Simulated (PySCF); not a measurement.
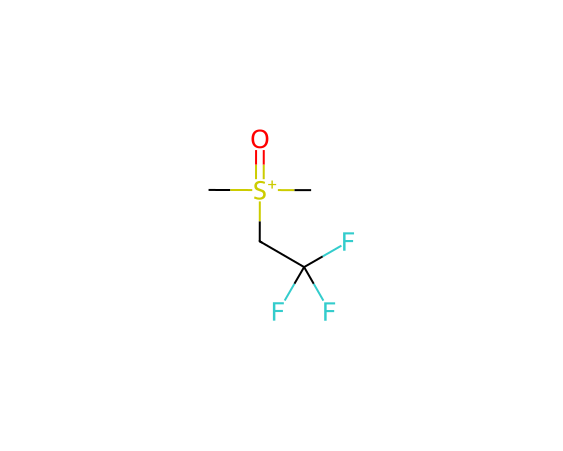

A structural formula. State: charge +1, singlet.

Question: Transcribe the drawing into SMILES.

Answer: C[S+](C)(=O)CC(F)(F)F

Question: Give the formula, hydrogens included.

Answer: C4H8F3OS, charge +1.

Question: An optimisation with GFN2-xTB gave a structure of which point group?

Answer: Cs. Other conformers may differ.

More results for the same structure follow; atom numbers are the same in all pictures, views and colours differ. The computed structure is the end point of a GFN2-xTB optimisation. No frequency run is at hand to confirm it as a minimum.

## Geometry

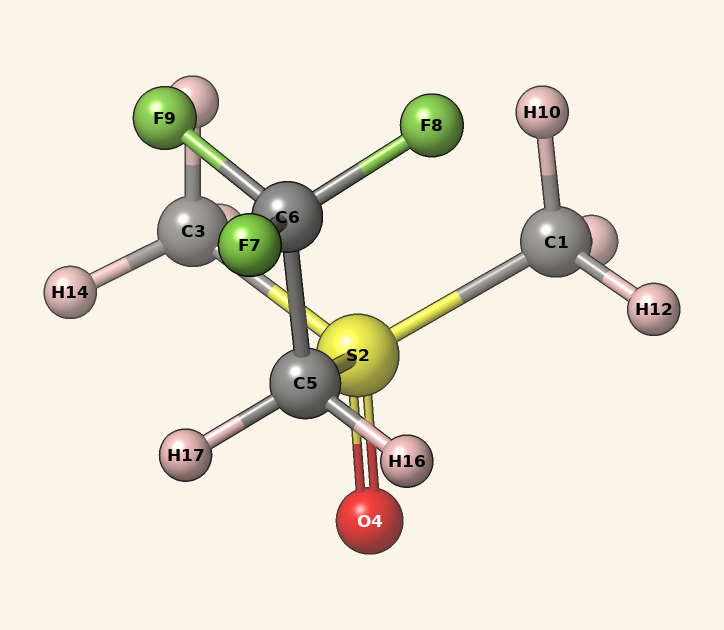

S2 lies behind C5. The molecule seen a little off the C5–S2 bond, C5 in front. Distant atoms are faded towards the background colour. No frequency run is at hand to confirm it as a minimum.

Question: What is the torsion angle C6–C5–S2–O4? The sign is positive where the front bond must turn clockwise to cover the back bond.

Answer: 180°, antiperiplanar (anti). The bonds about C5–S2 are staggered.

## Electronic properties

No frequency run is at hand to confirm it as a minimum. Method: PBE0/def2-SVPD, gas phase (PySCF 2.14.0). Excitations: vertical, linear response.

Question: What is the HOMO–LUMO gap?

Answer: 9.10 eV.

Question: Estimate the HOMO energy (Kohn–Sham orbital).

Answer: −14.50 eV.

Question: What is the brightest of the 6 lowest singlets?

Answer: 8.56 eV.

Question: Estimate the lowest vertical singlet excitation.

Answer: 7.46 eV.

## NMR shielding

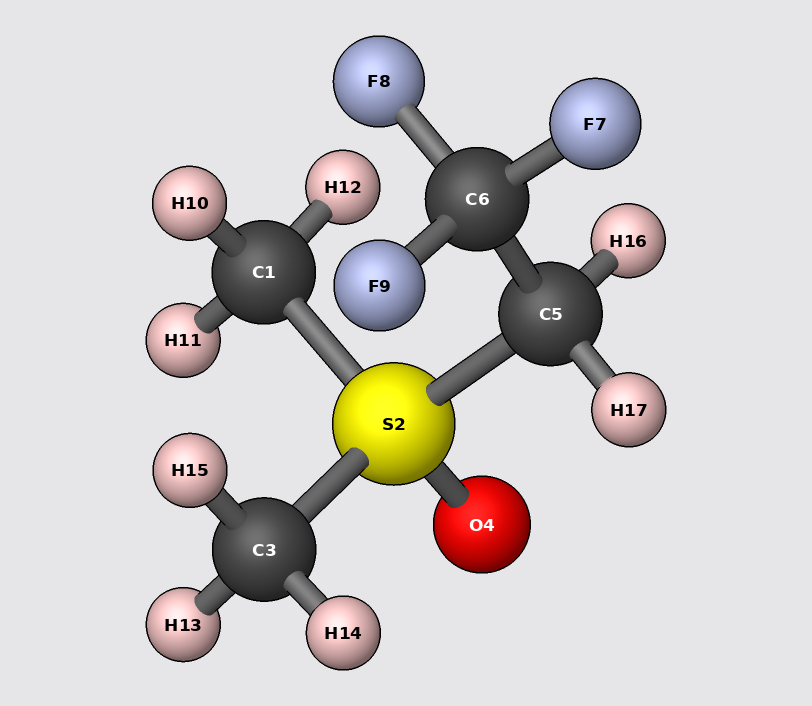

No frequency run is at hand to confirm it as a minimum. Method: GIAO PBE0/pcSseg-1 NMR shielding, non-relativistic, gas phase (PySCF 2.14.0). Principal shieldings σ11 ≤ σ22 ≤ σ33, span Ω = σ33 − σ11, skew κ = 3(σiso − σ22)/Ω.

Question: Which C atom has the most anisotropic shielding?

Answer: C1, C3, with a span of 78 ppm.

Give the shielding tensors of the C atoms.

```csv
atom,σ11,σ22,σ33,σiso,Ω,κ
"C1, C3",108.0,120.5,185.8,138.1,77.9,0.68
C5,87.7,108.3,157.7,117.9,70.0,0.41
C6,49.2,63.9,65.4,59.5,16.2,−0.81
```

Shieldings and span in ppm.

## Polarisability

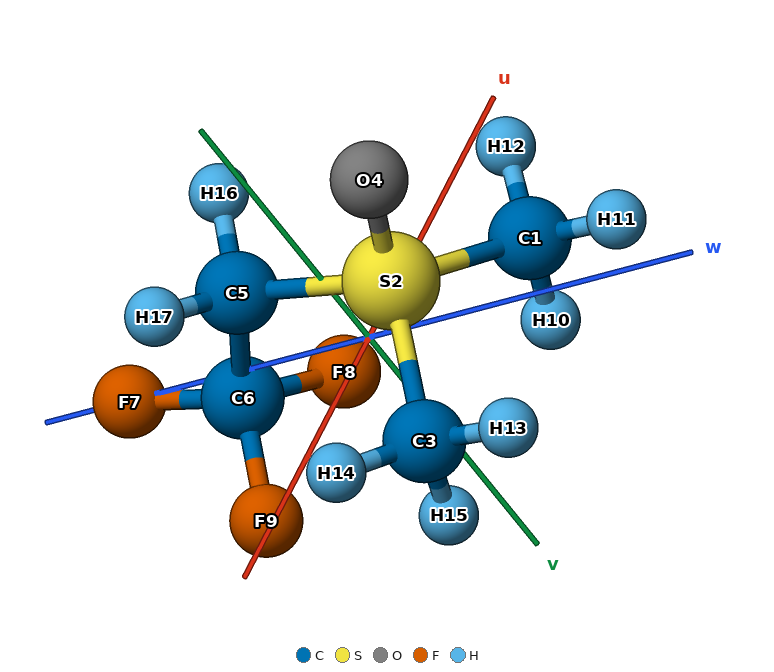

The lines u, v and w are the principal axes of the static dipole polarisability. No frequency run is at hand to confirm it as a minimum. Level of theory: PBE0/def2-SVPD (PySCF 2.14.0).

Question: Along which axis is the molecule most polarisable, and along which least?

Answer: Most along w, least along v.

Question: Give the three principal values.

Answer: u 69.4, v 65.6, w 75.8 bohr³; mean 70.3, anisotropy 9.0 bohr³.

## Quadrupole coupling

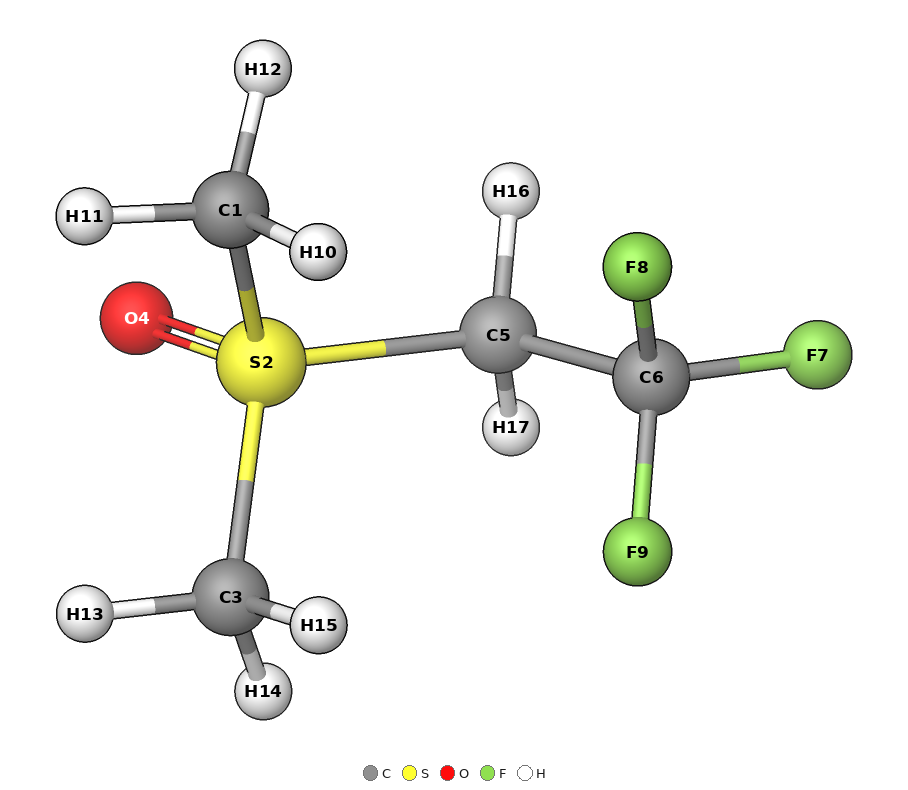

No frequency run is at hand to confirm it as a minimum. Electric field gradients from the ground-state density, PBE0/pcSseg-1 (PySCF 2.14.0), non-relativistic apart from any core potentials.

Give the largest field-gradient component, the quadrupole coupling constant and the asymmetry for 33S at S2 (Q = −67.81 mb), 17O at O4 (Q = −25.6 mb), 2H at H10 (Q = 2.86 mb), 2H at H11 (Q = 2.86 mb).

```tsv
atom	V_zz (a.u.)	e²qQ/h (MHz)	η
S2	0.239	−3.80	0.24
O4	1.560	−9.39	0.05
H10	0.304	0.204	0.08
H11	0.300	0.202	0.08
```
